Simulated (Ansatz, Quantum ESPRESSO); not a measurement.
# 1T-SnSe2, 1 layer: the gap on the mesh at a withheld member of a series

How the rows were computed: Quantum ESPRESSO 7.5, PBE, SG15 norm-conserving. Cell and atoms are relaxed under PBE (GBRV files) and held. Screened hybrids with norm-conserving files, screening 0.106 per bohr, fixed occupations, a 9×9×1 mesh with exchange on 3×3×1 q points. Levels count from the potential in the middle of the vacuum. The series steps the share of short-range exact exchange (0.25 is HSE06, 0 is PBE).

| share of short-range exact exchange | gap on the mesh (eV) |
| --- | --- |
| 0 | 0.802 |
| 0.1 | 1.007 |
| 0.15 | 1.114 |
| 0.2 | 1.222 |
| 0.25 | 1.333 |
| 0.3 | 1.446 |

To predict: What is the gap on the mesh at 0.4?

By hand: The rows at 0.25 and 0.3 give a slope of (1.446 − (1.333))/(0.3 − (0.25)) = 2.26, so a straight line gives 1.672 eV. A parabola through these and the row at 0.2 gives 1.678 eV.

**The withheld run.** 1.679 eV. The line misses by −0.007 and the parabola by −0.001 eV. Both misses are under 5 % of the step from the nearer row.

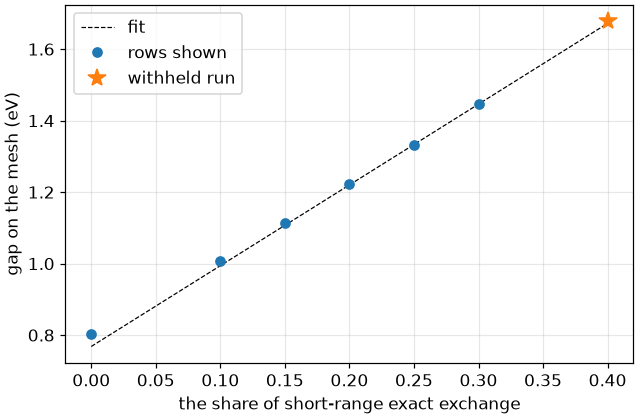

The rows shown, the fit and the withheld run.

Caveats: Gaps are those of the mesh; no spin-orbit coupling; the q mesh was not tested; the geometry stays that of PBE.
